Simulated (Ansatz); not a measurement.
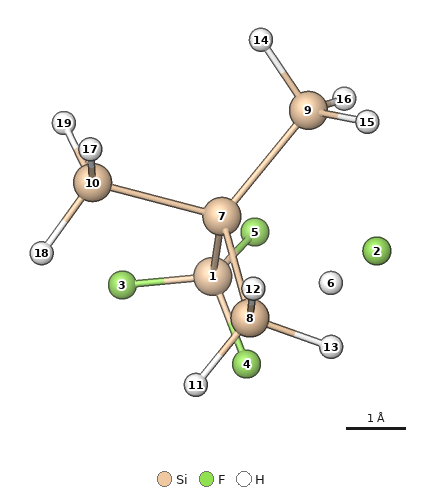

**Figure 1.** The input geometry (ball-and-stick view, seen on its broad side; atoms are numbered from 1 in the order of the input).

# Frequency calculation, with input and output: Si$_{5}$H$_{10}$F$_{4}$

System: Si$_{5}$H$_{10}$F$_{4}$.
Method: RKS PBE0-D4/def2-SVP (Ansatz 0.2.0).

Figures and captions count atoms from 1; the log counts them from 0 in places.

The input:
```yaml
crystal:
  periodic: [false, false, false]
  atoms:
    - {symbol: Si, position_ang: [-1.747096, 0.636962, -1.176846]}
    - {symbol: F, position_ang: [-0.935625, 1.804996, 1.661048]}
    - {symbol: F, position_ang: [-1.878256, -0.103337, -2.604201]}
    - {symbol: F, position_ang: [-1.493182, 2.192957, -1.510839]}
    - {symbol: F, position_ang: [-3.181618, 0.498490, -0.474630]}
    - {symbol: H, position_ang: [0.091523, 1.754086, 0.927155]}
    - {symbol: Si, position_ang: [0.010292, -0.236781, 0.001793]}
    - {symbol: Si, position_ang: [1.714160, 1.374346, -0.194996]}
    - {symbol: Si, position_ang: [-0.525523, -0.878423, 2.194638]}
    - {symbol: Si, position_ang: [0.796856, -2.010127, -1.332351]}
    - {symbol: H, position_ang: [1.893340, 1.794369, -1.610544]}
    - {symbol: H, position_ang: [2.966428, 0.914260, 0.464373]}
    - {symbol: H, position_ang: [1.241881, 2.595786, 0.571570]}
    - {symbol: H, position_ang: [-0.277927, -2.355458, 2.282640]}
    - {symbol: H, position_ang: [0.388643, -0.203867, 3.160877]}
    - {symbol: H, position_ang: [-1.961796, -0.612551, 2.473839]}
    - {symbol: H, position_ang: [2.036423, -2.580307, -0.720043]}
    - {symbol: H, position_ang: [1.113755, -1.515028, -2.705593]}
    - {symbol: H, position_ang: [-0.252177, -3.070373, -1.407689]}
basis:
  gaussian: {orbitals: def2-SVP}
hamiltonian: {xc: pbe0, dispersion: d4}
phonons: {}
scf: {lower_state_search: off}
```

Run as:
```bash
ansatz run in.yaml --threads 4 --pin off --events-out ev --progress --plain --max-ram 66560MiB --backend cuda --devices 0, --max-vram 37GiB
```

What the program printed:
```
Functional definition: PBE0
  name "PBE0"
  cite "Adamo & Barone, J. Chem. Phys. 110, 6158 (1999) doi:10.1063/1.478522"
  cite "Perdew, Burke & Ernzerhof, Phys. Rev. Lett. 77, 3865 (1996) doi:10.1103/PhysRevLett.77.3865"
  parent pbe
  parameter a = 0.25
  parameter kappa = 0.804
  parameter beta = 0.06672455060314922
  exchange = (1 - a)*pbe_x(kappa = kappa, mu = beta*pi^2/3) + a*exact_x
  correlation = pbe_c(beta = beta)
these checks for a lower state are left out or cut short: stability, starts, cluster_reference, orbital_swaps, neighbouring_geometries, increment
1977 factors; integrals over basis functions are off by at most 4.5e-4 eV
mean field evaluation 1: about -50369.2798 eV, gradient 5.5e1 eV
mean field evaluation 2: about -50360.0321 eV, gradient 9.4e1 eV
mean field evaluation 4: about -50374.1246 eV, gradient 3.6e0 eV
mean field evaluation 8: about -50374.1546 eV, gradient 1.7e-1 eV
mean field evaluation 16: about -50374.1547 eV, gradient 1.4e-5 eV
mean field -50374.15469902 eV, -1851.2160403606 hartree, gradient 2.4e-6 eV, S^2 0.000000; 0 other end points of the search recorded, 0 dependent functions left out
the calculation of the forces begins
reference -50374.15473642 eV, -1851.2160417350 hartree; 58, 58 occupied and 138, 138 virtual orbitals, 1977 factors
these checks for a lower state are left out or cut short: stability, starts, cluster_reference, orbital_swaps, neighbouring_geometries, increment
1977 factors; integrals over basis functions are off by at most 4.5e-4 eV
mean field -50374.15397441 eV, -1851.2160137316 hartree, gradient 8.0e-7 eV, S^2 0.000000; 0 other end points of the search recorded, 0 dependent functions left out
[... from here on the field's lines of each further geometry are left out, up to the last ...]
the calculation of the forces begins
reference -50374.15471902 eV, -1851.2160410954 hartree; 58, 58 occupied and 138, 138 virtual orbitals, 1977 factors
these checks for a lower state are left out or cut short: stability, starts, cluster_reference, orbital_swaps, neighbouring_geometries, increment
1977 factors; integrals over basis functions are off by at most 4.5e-4 eV
mean field -50374.15470521 eV, -1851.2160405881 hartree, gradient 5.1e-6 eV, S^2 0.000000; 0 other end points of the search recorded, 0 dependent functions left out
the calculation of the forces begins
reference -50374.15474261 eV, -1851.2160419625 hartree; 58, 58 occupied and 138, 138 virtual orbitals, 1977 factors
WARN: phonons: 2 modes above zero are rigid motions of the cell's bodies and no vibrations: the zero-point energy, free energy, entropy and heat capacity leave them out. With what each would have added to F at 1000 K, by the weight of its row in the mesh: 0.81 cm⁻¹ (-0.582 eV; rigid weight 0.967, of which rotation 0.925), 32.04 cm⁻¹ (-0.265 eV; rigid weight 0.625, of which rotation 0.625). A body is a set of atoms that hang together within twice the van der Waals contact; here: 19 atoms, out of reach of every periodic image. What nothing holds moves and turns at no cost, which is at zero frequency: what stands here is left by the forces on the atoms, the periodic images, the SCF threshold and the grid, and changes its size and its sign with the last two. The forces' share comes down as the geometry is relaxed further. The table is the vibrational part alone. If the cell is meant as a crystal, declare phonons.rigid_motions: translations: the three translations of the whole cell alone are then left out. The least rigid weight left out is 0.62540 and the largest kept is 0.17582. The rigid motions are mixed with soft vibrations: those modes' frequencies are not settled, nor the sums by as much as one such mode adds.
WARN: phonons: modes at or below zero, which the zero-point energy, F, S and C_V leave out: 2, the lowest at -986.45 cm⁻¹. A minimum has none, and a first-order saddle one
Total energy: -50374.74934634 eV, -1851.2378932465 hartree
Atom 0 at    -1.747096     0.636962    -1.176846 Å, force    -0.210300     0.182091    -0.024349 eV/Å
Atom 1 at    -0.935625     1.804996     1.661048 Å, force     3.670509    -0.256706    -2.835795 eV/Å
Atom 2 at    -1.878256    -0.103337    -2.604201 Å, force     0.005501     0.003813     0.016542 eV/Å
Atom 3 at    -1.493182     2.192957    -1.510839 Å, force    -0.007963     0.003286     0.004514 eV/Å
Atom 4 at    -3.181618     0.498490    -0.474630 Å, force     0.002987     0.012267     0.002552 eV/Å
Atom 5 at     0.091523     1.754086     0.927155 Å, force    -3.694814     0.751276     2.922807 eV/Å
Atom 6 at     0.010292    -0.236781     0.001793 Å, force     0.227481    -0.695932    -0.083505 eV/Å
Atom 7 at     1.714160     1.374346    -0.194996 Å, force     0.009980    -0.012074    -0.008930 eV/Å
Atom 8 at    -0.525523    -0.878423     2.194638 Å, force    -0.000543    -0.006035     0.027370 eV/Å
Atom 9 at     0.796856    -2.010127    -1.332351 Å, force     0.003983     0.001964    -0.002176 eV/Å
Atom 10 at     1.893340     1.794369    -1.610544 Å, force    -0.003278    -0.001068     0.005059 eV/Å
Atom 11 at     2.966428     0.914260     0.464373 Å, force    -0.002150     0.002546    -0.003208 eV/Å
Atom 12 at     1.241881     2.595786     0.571570 Å, force    -0.004200     0.001822     0.006334 eV/Å
Atom 13 at    -0.277927    -2.355458     2.282640 Å, force     0.000283     0.024751    -0.002764 eV/Å
Atom 14 at     0.388643    -0.203867     3.160877 Å, force    -0.018959    -0.009206    -0.020422 eV/Å
Atom 15 at    -1.961796    -0.612551     2.473839 Å, force     0.023716    -0.008082    -0.005900 eV/Å
Atom 16 at     2.036423    -2.580307    -0.720043 Å, force    -0.007613    -0.001463     0.001266 eV/Å
Atom 17 at     1.113755    -1.515028    -2.705593 Å, force     0.002754    -0.001247     0.002000 eV/Å
Atom 18 at    -0.252177    -3.070373    -1.407689 Å, force     0.002625     0.007997    -0.001395 eV/Å
Dipole moment:     0.836659    -0.195361    -0.029393 e Å
Vibrations: -986.45 -162.03 47.63 55.46 62.45 71.16 86.02 91.93 127.64 129.49 170.89 173.87 212.20 227.76 251.25 276.15 304.44 309.49 342.82 401.68 446.58 475.37 485.42 505.93 533.81 568.20 580.47 587.78 842.16 849.39 859.66 894.10 900.85 922.16 926.34 932.68 947.51 953.66 954.85 979.90 1066.66 1193.96 2139.28 2201.60 2223.93 2237.58 2244.69 2245.27 2257.84 2275.76 2280.18 cm⁻¹, zero-point energy 2.532741 eV
Checks for a lower state left out: stability, starts, cluster_reference, orbital_swaps, neighbouring_geometries, increment
```

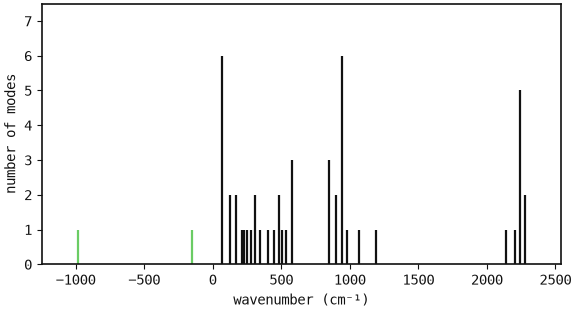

**Figure 2.** Harmonic vibrational wavenumbers from the force constants; neighbouring modes closer than 15 cm⁻¹ are counted in one stick, and imaginary ones are drawn at negative wavenumbers. 51 modes from 986i to 2280 cm⁻¹, 2 imaginary beyond 8i (986i, 154i cm⁻¹): not a minimum.

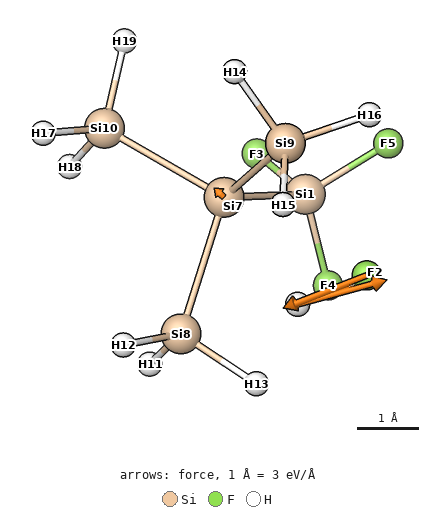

**Figure 3.** Forces on the atoms as orange arrows (ball-and-stick view, seen at a tilt; atoms are numbered from 1 in the order of the input); the smallest are left out. The largest act on H6 (4.77 eV/Å); F2 (4.65 eV/Å). The geometry is not a stationary point of this energy.

Key numbers:

| quantity | value |
| --- | --- |
| outcome | converged |
| total energy | −50374.7493 eV |
| mean-field energy | −50374.1547 eV |
| dispersion energy | −0.5946 eV |
| largest force (length of the vector) | 4.771 eV/Å |
| dipole moment | 4.13 D |
| hardware | 4 CPU threads, shared host |
| wall time | 3.7 min (CPU time 5.2 min) |
| peak memory | 1 GiB |
